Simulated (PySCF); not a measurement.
**H2O3 (SMILES OOO): levels of theory compared**

Aim: a comparison of 6 runs (CCSDT(Q)/STO-6G, CCSDT/STO-6G, NEVPT2(2,2)/STO-6G, QCISD(T)/STO-6G, CISD/STO-6G, CCSD(T)/STO-6G) of H2O3. The job is set up through a Python script.

Program for the calculation: PySCF 2.14.0.

11 further runs of the same task are left out: 3 that didn't finish, 8 set aside as unsound or not needed.

**1. The system as given**

H2O3 has 5 atoms, charge 0, and is taken as a singlet. As SMILES, `OOO`. The O1–O2 distance was set to 1.668 Å, away from the relaxed value.

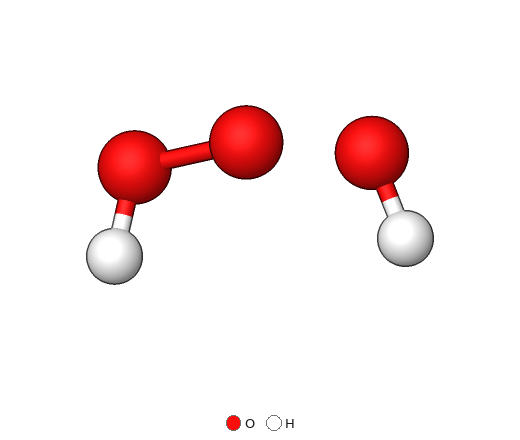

The structure, seen from a chosen angle (oxygen red, hydrogen white).

**2. The energy at CCSDT(Q)/STO-6G (run 1)**

The input, input.xyz:

```xyz
5
H2O3
O     -1.155423    -0.821438    -0.314759
O     -0.127030    -0.049090     0.747210
O      1.176430    -0.056790     0.262120
H     -1.550133    -0.130248    -0.872969
H      1.313340     0.800110    -0.175600
```

The input, job.py:

```python
from pyscf import gto, cc

mol = gto.M(
    atom='input.xyz',
    basis='sto-6g',
    verbose=3,
    max_memory=1860,
)

mf = mol.RHF()
mf.conv_tol = 1e-10
mf.kernel()
if not mf.converged:
    mf = mf.newton().run(mf.mo_coeff, mf.mo_occ)

mycc = cc.CCSDT(mf, frozen=3)
mycc.kernel()
e_bracket, e_q = mycc.ccsdt_q()
e_final = mycc.e_tot + e_q
print('E = %.10f Eh' % e_final)
```

The run is started by

```bash
$ OMP_NUM_THREADS=1 python job.py
```

What it wrote:

```text
converged SCF energy = -224.645593110424
_make_eris_incore_RCCSDT

WARN: A large `blksize` is being used, which may cause large memory consumption
      for storing contraction intermediates. If memory is sufficient, consider using
      `pyscf.cc.rccsdt_highm.RCCSDT` instead.

RCCSDT converged
E(RCCSDT) = -224.8511420716702   E_corr = -0.2055489612466221
E_corr(same-spin) = -0.0118220815174699
E_corr(oppo-spin) = -0.193726879729152
_make_eris_incore_RCCSDT
E = -224.8516586431 Eh
```

Run time: 2.5 s. Hardware: 1 thread of Intel Xeon 6975P-C (Granite Rapids), shared host; peak memory 0.12 GiB.

**3. A single-point energy at CCSDT/STO-6G (run 2)**

The input, job.py:

```python
from pyscf import gto, scf, cc

mol = gto.M(
    atom=[
    ('O', (-1.155423, -0.821438, -0.314759)),
    ('O', (-0.127030, -0.049090, 0.747210)),
    ('O', (1.176430, -0.056790, 0.262120)),
    ('H', (-1.550133, -0.130248, -0.872969)),
    ('H', (1.313340, 0.800110, -0.175600)),
],
    verbose=3,
    max_memory=1860,
    basis='sto-6g',
    charge=0,
)

hf = scf.RHF(mol)
hf.conv_tol = 1e-10
hf.kernel()
if not hf.converged:
    hf = hf.newton().run(hf.mo_coeff, hf.mo_occ)

mycc = cc.CCSDT(hf, frozen=3)
mycc.kernel()
energy = mycc.e_tot
print(f'total energy: {energy:.8f} hartree')
```

The run is started by

```bash
$ OMP_NUM_THREADS=1 python job.py
```

What it wrote:

```text
converged SCF energy = -224.645593110424
_make_eris_incore_RCCSDT

WARN: A large `blksize` is being used, which may cause large memory consumption
      for storing contraction intermediates. If memory is sufficient, consider using
      `pyscf.cc.rccsdt_highm.RCCSDT` instead.

RCCSDT converged
E(RCCSDT) = -224.8511420716702   E_corr = -0.2055489612466221
E_corr(same-spin) = -0.0118220815174699
E_corr(oppo-spin) = -0.193726879729152
total energy: -224.85114207 hartree
```

Wall time 1.2 s (1 thread of Intel Xeon 6975P-C (Granite Rapids), shared host); peak memory 0.1 GiB.

Runs 3 to 5 aren't shown in full; the table further down has their settings and results.

**4. A single-point energy at CCSD(T)/STO-6G (run 6)**

input.xyz: that of step 2 with these lines changed.

```diff
@@ -1,3 +1,3 @@
 5
-H2O3
+
 O     -1.155423    -0.821438    -0.314759
```

The input, input.py:

```python
from pyscf import gto, scf, cc

mol = gto.Mole()
mol.atom = 'input.xyz'
mol.max_memory = 1860
mol.basis = 'sto-6g'
mol.verbose = 4
mol.build()

calc0 = scf.RHF(mol)
calc0.conv_tol = 1e-10
calc0.kernel()
if not calc0.converged:
    calc0 = calc0.newton().run(calc0.mo_coeff, calc0.mo_occ)

mycc = cc.CCSD(calc0, frozen=3)
mycc.kernel()
e_t = mycc.ccsd_t()
energy = mycc.e_tot + e_t
print('E(%s) = %.9f' % ('CCSD(T)', energy))
```

The run is started by

```bash
$ OMP_NUM_THREADS=1 python input.py
```

What it wrote:

```text
PySCF version 2.14.0

[... 61 lines left out ...]
converged SCF energy = -224.645593110424
[... 12 lines left out ...]
Init t2, MP2 energy = -224.792475485427  E_corr(MP2) -0.146882375003678
[... 16 lines left out ...]
CCSD converged
[... 2 lines left out ...]
E(CCSD(T)) = -224.850376826
```

It took 0.54 s on 1 thread of Intel Xeon 6975P-C (Granite Rapids), shared host; peak memory 0.1 GiB.

**5. All runs side by side**

```tsv
run	level	frozen core orbitals	active selection	energy (Eh)	dipole moment (D) of the reference	HOMO energy (eV)	LUMO energy (eV)	wall time
1	CCSDT(Q)/STO-6G	3	–	-224.851659	2.92	-9.64	7.04	2.5 s
2	CCSDT/STO-6G	3	–	-224.851142	2.92	-9.64	7.04	1.2 s
3	NEVPT2(2,2)/STO-6G	–	mp2 natural orbitals	-224.816732	2.92	-9.64	7.04	0.66 s
4	QCISD(T)/STO-6G	3	–	-224.850724	2.92	-9.64	7.04	0.56 s
5	CISD/STO-6G	3	–	-224.831701	2.92	-9.64	7.04	0.56 s
6	CCSD(T)/STO-6G	3	–	-224.850377	2.92	-9.64	7.04	0.54 s
```

**6. Summary of results**

| quantity | value |
| --- | --- |
| run 6: total energy | -224.85038 Eh |
| run 6: dipole moment (Hartree–Fock density) | 2.92 D |
| run 6: HOMO energy (Hartree–Fock orbitals) | -9.64 eV |
| run 6: LUMO energy (Hartree–Fock orbitals) | 7.04 eV |
| run 6: HOMO–LUMO gap (Hartree–Fock orbitals) | 16.69 eV |
| run 6: correlation energy (3 core orbitals frozen) | -204.8 mEh |
| run 6: (T) correction | -3.10 mEh |
| run 6: T1 diagnostic | 0.016 |

In words: In runs 1, 2, 3, 4, 5, 6 the basis is minimal, so the values are rough. All runs together took 6 s, the longest 2.5 s.
